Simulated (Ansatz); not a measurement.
Input file:

```
crystal:
  periodic: [false, false, false]
  atoms:
    - { symbol: Ta, position_ang: [0.0, 0.0, 0.0] }
    - { symbol: Cl, position_ang: [2.72, 0.0, 0.0] }
    - { symbol: O, position_ang: [0.0, 0.0, 2.02] }
    - { symbol: H, position_ang: [-0.2547, -0.9174, 2.3571] }
    - { symbol: O, position_ang: [0.0, 0.0, -2.02] }
    - { symbol: H, position_ang: [-0.6343, -0.71, -2.3571] }
    - { symbol: O, position_ang: [-1.01, 1.7493, 0.0] }
    - { symbol: H, position_ang: [-1.4859, 1.8638, 0.8834] }
    - { symbol: Cl, position_ang: [-1.235, -2.139, 0.0] }
    - { symbol: H, position_ang: [4.39, 0.0, 0.0] }
magnetization:
  spin_polarized: true
  initial_magnetization: 1
basis:
  gaussian: { orbitals: def2-SVP }
hamiltonian:
  xc: pbe
relax:
  f_tol: 0.15
  max_steps: 25
  restrain:
    - { distance: [1, 9], at: 2.57, k: 30.0 }
    - { distance: [0, 1], at: 2.47, k: 30.0 }
output:
  orbitals: {}
```

Launched as:

```sh
ansatz run input.yaml --threads 4 --pin off --max-ram 5120MiB --backend cpu --events-out ev --progress --plain --runs-dir out
```

The fields are those of the run's last geometry, not of the input's.

Core potentials replace the inner electrons of Ta; not at a stationary point (largest force 1.3 eV/Å).

Method: UKS PBE/def2-SVP in Ansatz 0.2.0.

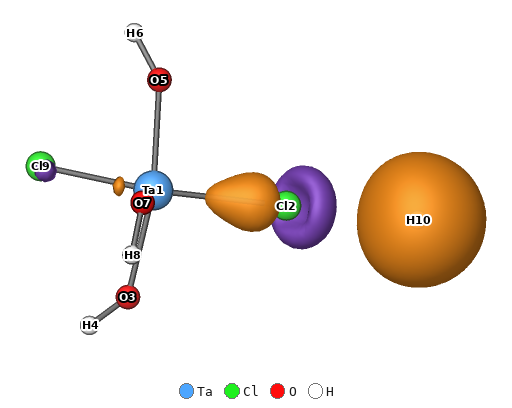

Cl2H3O3Ta···H (doublet). The HOMO (α) at ±0.15 Å⁻³ᐟ² (orange and purple are the two phases), seen at a tilt.

> Where does this orbital lie, and at what energy?

By Hirshfeld shares it lies mainly on H10 (about 80 %) and Cl2 (about 10 %). Its energy is −6.68 eV.
